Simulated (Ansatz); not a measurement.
**Loss of CH3Cl: C4H9Cl → C3H6 + CH3Cl**

Species: C4H9Cl (1-chloro-2-methylpropane) `CC(C)CCl`, singlet; C3H6 (propene) `C=CC`, singlet; CH3Cl (chloromethane) `CCl`, singlet. 

Shapes, held fixed at every level: PBE0-D4/def2-TZVP. Flexible molecules stand in one conformer, not always the lowest. Programs: Ansatz 0.2.0. The zero-point and thermal change to 298 K, harmonic and unscaled (PBE0-D4/def2-TZVP), is -11.2 kJ/mol.

**What was measured.** Tabulated heats of formation (Active Thermochemical Tables, CRC Handbook of Chemistry and Physics): C4H9Cl -159.3 (CRC); C3H6 +20.4 (ATcT); CH3Cl -82.6 (ATcT) kJ/mol, which give ΔH(298 K) = +97.1 kJ/mol.

```json
{"level": "SPW92/def2-TZVPP", "kind": "LDA", "ΔH (kJ/mol)": "+141.0", "computed − measured": "+44.0", "CPU time (all species)": "12 s"}
{"level": "r2SCAN-D4/def2-TZVPP", "kind": "meta-GGA", "ΔH (kJ/mol)": "+104.6", "computed − measured": "+7.5", "CPU time (all species)": "35 s"}
{"level": "B3LYP-D4/def2-TZVPP", "kind": "global hybrid", "ΔH (kJ/mol)": "+88.4", "computed − measured": "-8.6", "CPU time (all species)": "42 s"}
{"level": "PBE0-D4/def2-TZVPP", "kind": "global hybrid", "ΔH (kJ/mol)": "+112.2", "computed − measured": "+15.2", "CPU time (all species)": "24 s"}
{"level": "B2PLYP/def2-TZVPP", "kind": "double hybrid", "ΔH (kJ/mol)": "+85.9", "computed − measured": "-11.1", "CPU time (all species)": "44 s"}
{"level": "CCSD/def2-TZVPP", "kind": "coupled cluster or CI", "ΔH (kJ/mol)": "+98.6", "computed − measured": "+1.5", "CPU time (all species)": "–"}
{"level": "CCSD(T)/CBS estimate", "kind": "coupled cluster or CI", "ΔH (kJ/mol)": "+101.7", "computed − measured": "+4.7", "CPU time (all species)": "22 min"}
```

Nearest: CCSD/def2-TZVPP (+1.5); farthest: SPW92/def2-TZVPP (+44.0). 4 of 7 levels lie within 10 kJ/mol. The heats of C4H9Cl come from older tables and can be uncertain by 10 kJ/mol or more. The CBS estimate extrapolates MP2 from def2-TZVPP and def2-QZVPP and adds CCSD(T) − MP2 in the triple-zeta set, cores frozen. Times are processor times on shared x86 and Arm servers, and rough.

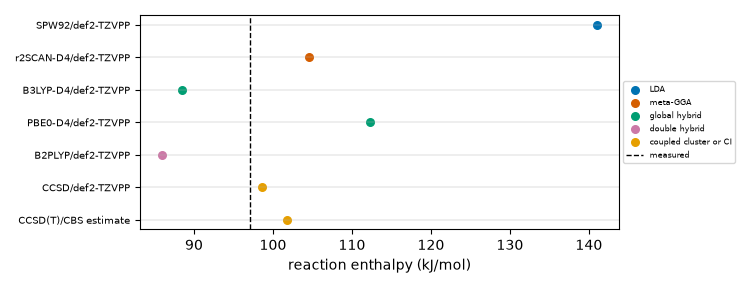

The values of the table, level by level.
